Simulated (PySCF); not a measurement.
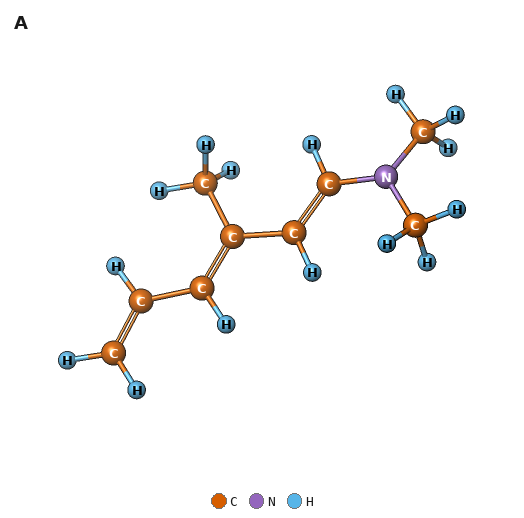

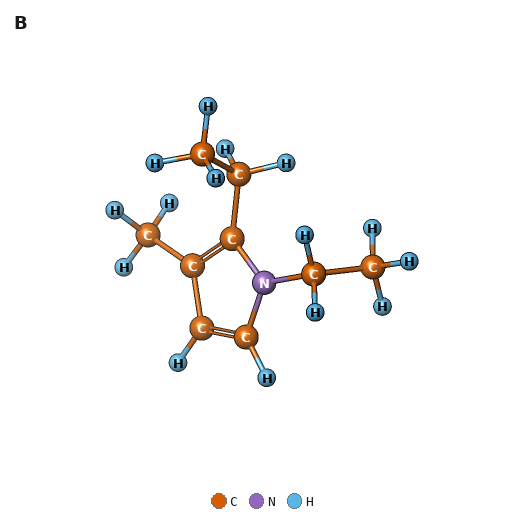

2 stationary structures of one formula. Geometries: PBE0-D3(BJ)/def2-SVP. Electronic energies: PBE0-D3(BJ)/def2-SVP (PySCF 2.14.0), without zero-point energy. No frequency run is at hand to confirm each as a minimum. Each is one conformer, not always the lowest.

Are they conformers, stereoisomers or constitutional isomers?

They are constitutional isomers of C9H15N: A `C=C/C=C(C)/C=C/N(C)C`, B `CCc1c(C)ccn1CC`.

Which is lowest in energy, and by how much?

B is lowest; A lies 42.8 kcal/mol above it.
